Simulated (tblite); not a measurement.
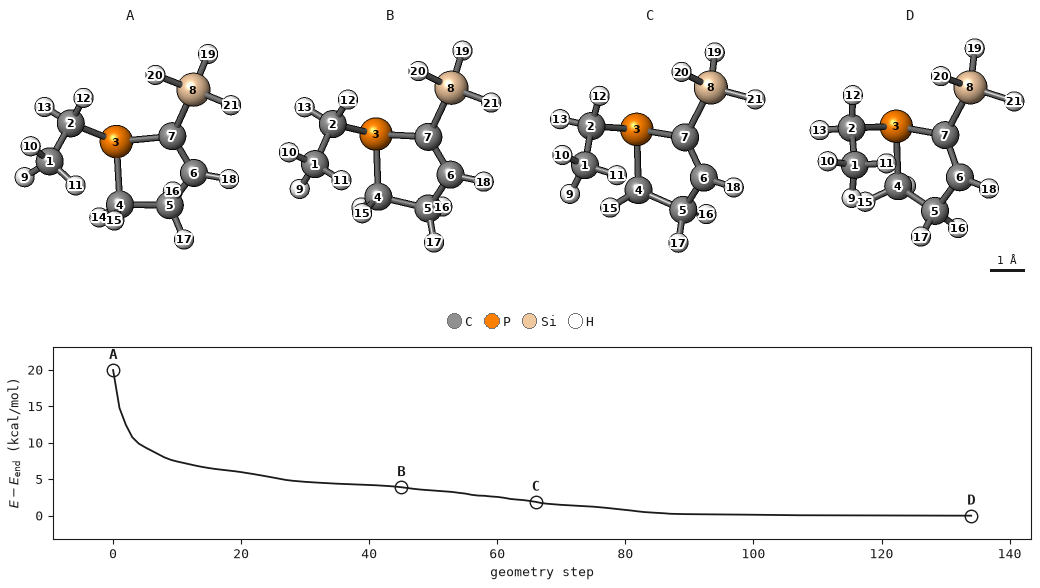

Frames of a relaxation of C$_{6}$H$_{13}$PSi, marked on the history of the run. A ball-and-stick model, seen at a tilt.

Theory: GFN2-xTB geometry optimisation, gas phase (tblite). 

Q: What happens along the run?

A: The energy falls by 20.0 kcal/mol in 134 geometry steps. The atom that moves furthest after the best rigid fit is H15 (1.91 Å). By element the largest moves are H 1.91 Å, C 0.92 Å, P 0.52 Å, Si 0.12 Å. Among the contacts that change: C5–H16 1.130 → 1.093 Å, C7–Si8 1.845 → 1.879 Å, C5–C6 1.463 → 1.495 Å, C6–H18 1.113 → 1.082 Å. Bond angles that change, for instance: P3–C4–C5 94.5° → 109.2°, C2–P3–C7 111.9° → 98.8°, C2–P3–C4 111.0° → 101.9°. Groups turn about C4–C5 by about 55°, C2–P3 by about 45°, C5–C6 by about 40°. From step 0 to 45: H atoms move most (0.59 Å), energy −16.1 kcal/mol. From step 45 to 66: H15 moves most (0.80 Å), energy −2.01 kcal/mol. From step 66 to 134: H9 moves most (0.68 Å), energy −1.89 kcal/mol.

```
step  E − E(0), kcal/mol
   0                0.00
   1               -5.21
   2               -7.52
   3               -9.22
   4              -10.08
   5              -10.60
   6              -11.05
   7              -11.52
   8              -11.97
   9              -12.31
  10              -12.54
  17              -13.68
  23              -14.43
  30              -15.34
  36              -15.62
  43              -15.91
  49              -16.46
  56              -17.11
  62              -17.67
  69              -18.43
  75              -18.74
  82              -19.39
  88              -19.74
  95              -19.80
 101              -19.86
 108              -19.92
 114              -19.94
 121              -19.95
 127              -19.97
 134              -19.97
```
